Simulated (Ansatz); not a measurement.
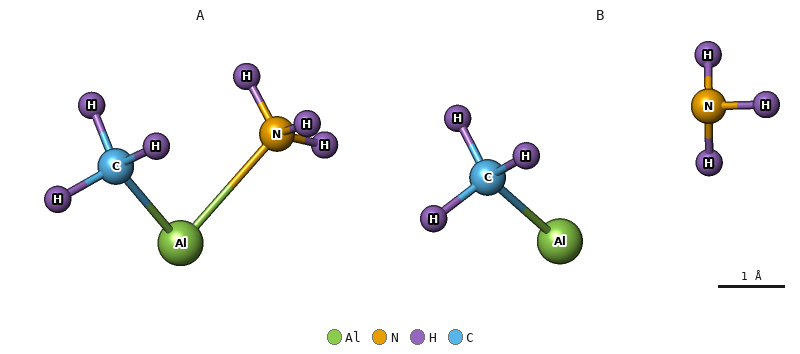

Two geometries of CH₆AlN, drawn at one scale. One is the start of a relaxation, the other its converged end. Style: ball-and-stick. Shown at a tilt.

These are results of RKS PBE0/def2-SVP in Ansatz 0.2.0, not measurements. (no spin polarisation; force threshold 0.03 eV/Å; at most 50 steps)

Question: Which one is relaxed?

Answer: Structure A is the relaxed one. The run prepares an end point of a later path (reaction) calculation, from a guessed geometry. Over 10 geometry steps the energy falls by 0.482 eV. Largest force component: 0.9 eV/Å at the start, 0.0091 eV/Å at the end. The atom that moves furthest after the best rigid fit is an H atom (1.11 Å). Largest moves by element: H 1.11 Å, N 0.65 Å, C 0.50 Å, Al 0.36 Å. Some distances before and after: Al–N 3.105 → 2.237 Å, Al–C 1.996 → 2.026 Å, H–N 1.038 → 1.020 Å, H–N 1.018 → 1.023 Å. New bonds form, among them: Al–N (3.11 → 2.24 Å). The run took 29 s on 1 thread of Arm Neoverse V1, on a shared host, peak memory 0.16 GiB.

Limits of the set-up: the start holds two separate molecules, 2.8 Å apart at their closest, whose relative position is a soft coordinate and is computed without a dispersion correction.
